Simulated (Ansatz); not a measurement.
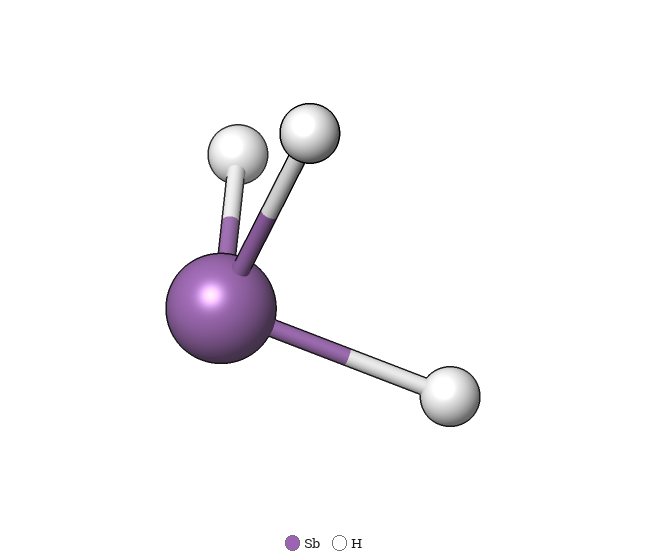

Every bond is drawn as one stick, whatever its order.

Give the formula.

SbH₃, 4 atoms: 1 antimony and 3 hydrogen.

What is the point group of this geometry?

C3v.

The parts below concern this one geometry. Atoms keep their numbers from picture to picture. Computed geometry: PBE0-D4/def2-TZVP optimisation. No frequency run is at hand to confirm it as a minimum.

### Geometry

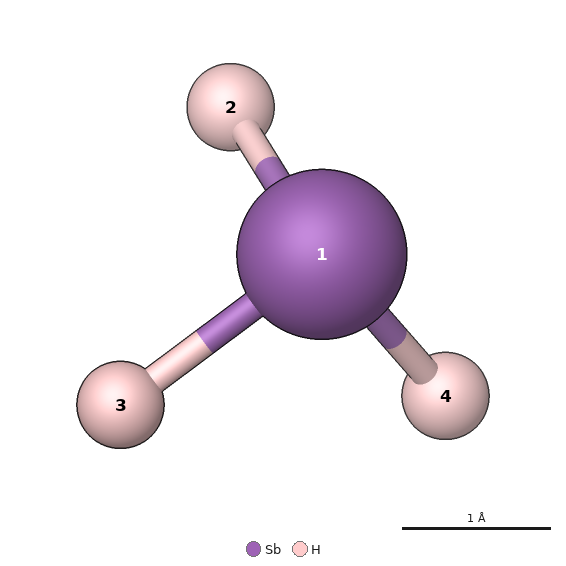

The atoms are numbered. No frequency run is at hand to confirm it as a minimum.

How are the neighbours of atom 1 arranged?

Sb1 has 3 neighbours (H2 at 1.71, H3 at 1.71, H4 at 1.71 Å); the arrangement is trigonal pyramidal.

### Dipole moment

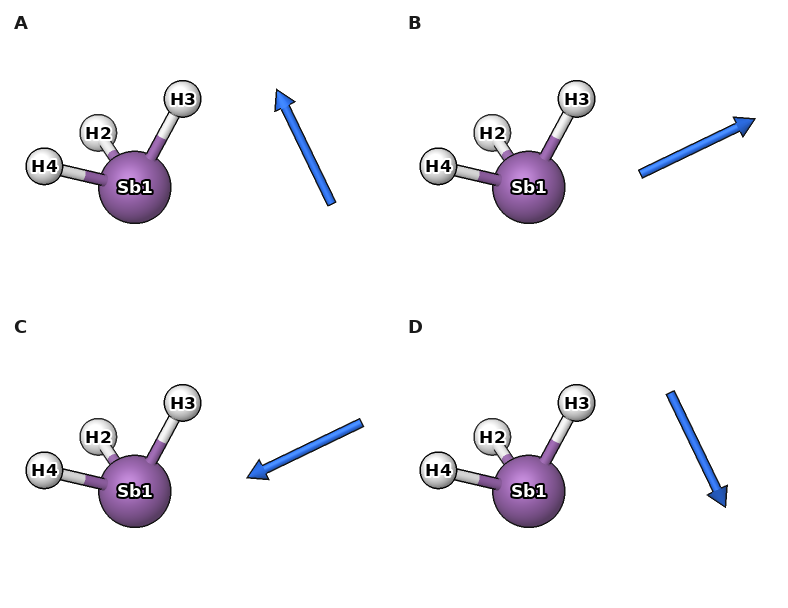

The same molecule four times, each with an arrow. No frequency run is at hand to confirm it as a minimum. Properties computed with RKS PBE0-D4/def2-TZVP, core potentials on Sb (Ansatz 0.2.0).

Which arrow points along the dipole moment, from the negative to the positive end?

D. The dipole moment is 0.31 D; it points from the side of H2, H3, H4 to the side of Sb1 (the outermost atoms at the two ends).

### Electronic properties

No frequency run is at hand to confirm it as a minimum. Level of theory: RKS PBE0-D4/def2-TZVPPD, core potentials on Sb (Ansatz 0.2.0).

Estimate the HOMO energy (Kohn–Sham orbital).

−7.53 eV.

What is the HOMO–LUMO gap?

7.31 eV.

### Charges

The questions are on Mulliken charges. No frequency run is at hand to confirm it as a minimum. Method: RKS PBE0-D4/def2-TZVP, core potentials on Sb (Ansatz 0.2.0).

Give the Mulliken charges atom by atom.

```tsv
atom	value (e)
Sb1	0.01
H2	0.00
H3	0.00
H4	0.00
```

Mulliken values depend strongly on the basis set and can even reverse the polarity of a bond.
